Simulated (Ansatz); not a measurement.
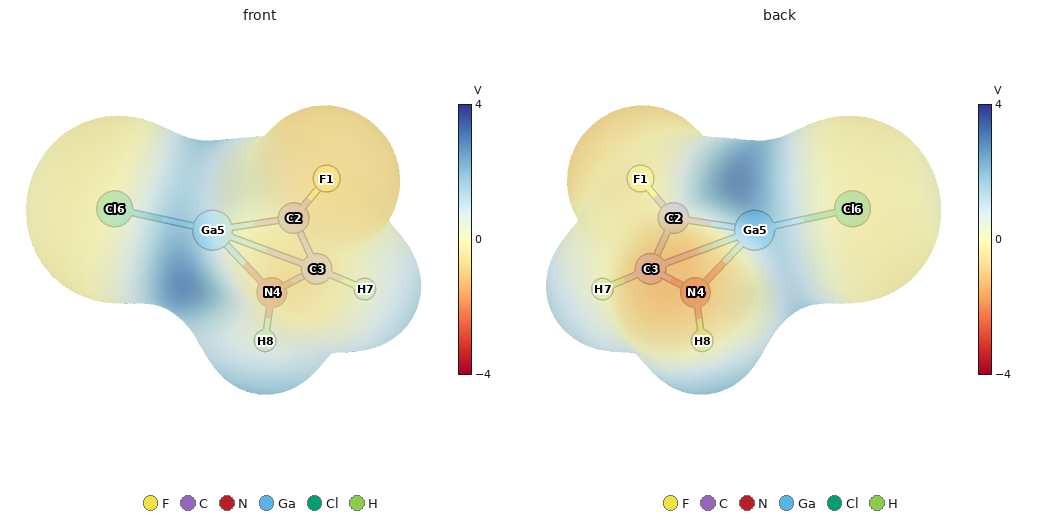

*C2H2ClFGaN. The molecular electrostatic potential painted on the density surface at 0.002 e/bohr³, seen from the front and from behind; the colour scale runs from red (negative) to blue (positive).*

Geometry: PBE0-D4/def2-TZVP.

Computed with RKS PBE0-D4/def2-TZVPP (Ansatz 0.2.0).

Input file:

```
crystal:
  periodic: [false, false, false]
  atoms:
    - {symbol: F, position_ang: [2.293070, 0.927144, 0.221653]}
    - {symbol: C, position_ang: [1.042643, 0.487793, 0.126058]}
    - {symbol: C, position_ang: [0.623561, -0.792681, 0.150351]}
    - {symbol: N, position_ang: [-0.730787, -0.927612, -0.248098]}
    - {symbol: Ga, position_ang: [-0.776888, 0.989767, -0.339648]}
    - {symbol: Cl, position_ang: [-2.295981, 2.409558, -0.723336]}
    - {symbol: H, position_ang: [1.231956, -1.666642, 0.375874]}
    - {symbol: H, position_ang: [-1.295375, -1.484528, 0.381446]}
basis:
  gaussian: {orbitals: def2-TZVPP}
hamiltonian: {xc: pbe0, dispersion: d4}
output: {orbitals: {seedname: orbitals}}
```

Command:

```sh
ansatz run in.yaml --threads 4 --pin off --events-out ev --progress --plain --max-ram 10444MiB
```

Describe the electrostatic potential map.

The most negative region (about −1.3 V, or −30 kcal/mol for a unit charge) lies over N4, the most positive (about +2.9 V, or +67 kcal/mol for a unit charge) over Ga5. N4 is the likeliest acceptor of a hydrogen bond.
